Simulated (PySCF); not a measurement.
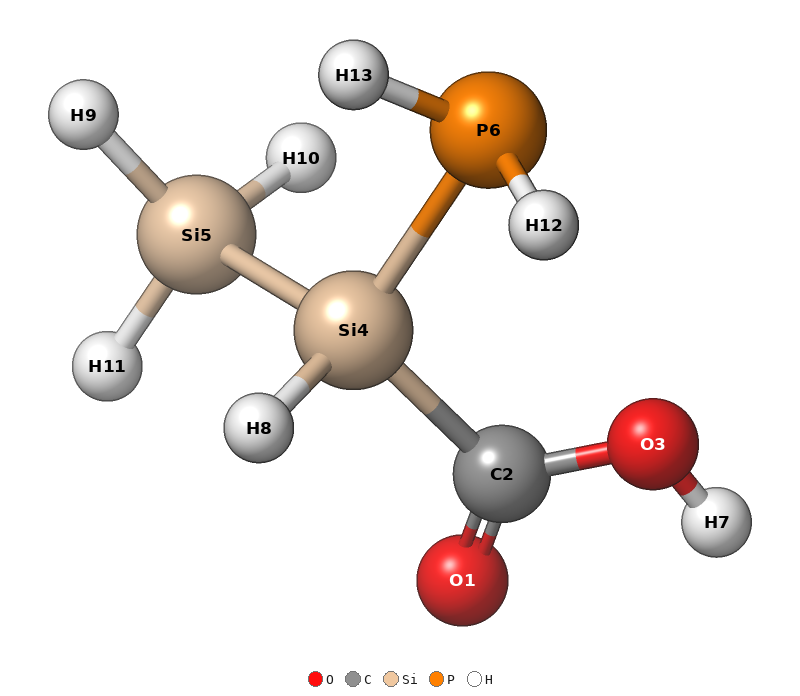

The computed structure is the end point of a PBE0-D3(BJ)/def2-SVP optimisation. No frequency run is at hand to confirm it as a minimum. Method: delta-SCF UKS SCAN, pcX-2 on the ionised atom, pcseg-1 elsewhere, spin-free X2C (PySCF 2.14.0).

Give the core-electron binding energies (to vacuum; p and d levels without spin–orbit splitting) of O1 1s, C2 1s, O3 1s, Si4 1s, Si4 2p, Si5 1s, Si5 2p, P6 1s, P6 2p.

```json
{"atom": "O1", "level": "1s", "binding energy (eV)": "537.8"}
{"atom": "C2", "level": "1s", "binding energy (eV)": "294.3"}
{"atom": "O3", "level": "1s", "binding energy (eV)": "540.0"}
{"atom": "Si4", "level": "1s", "binding energy (eV)": "1846.4"}
{"atom": "Si4", "level": "2p", "binding energy (eV)": "106.9"}
{"atom": "Si5", "level": "1s", "binding energy (eV)": "1846.4"}
{"atom": "Si5", "level": "2p", "binding energy (eV)": "106.9"}
{"atom": "P6", "level": "1s", "binding energy (eV)": "2149.9"}
{"atom": "P6", "level": "2p", "binding energy (eV)": "136.7"}
```
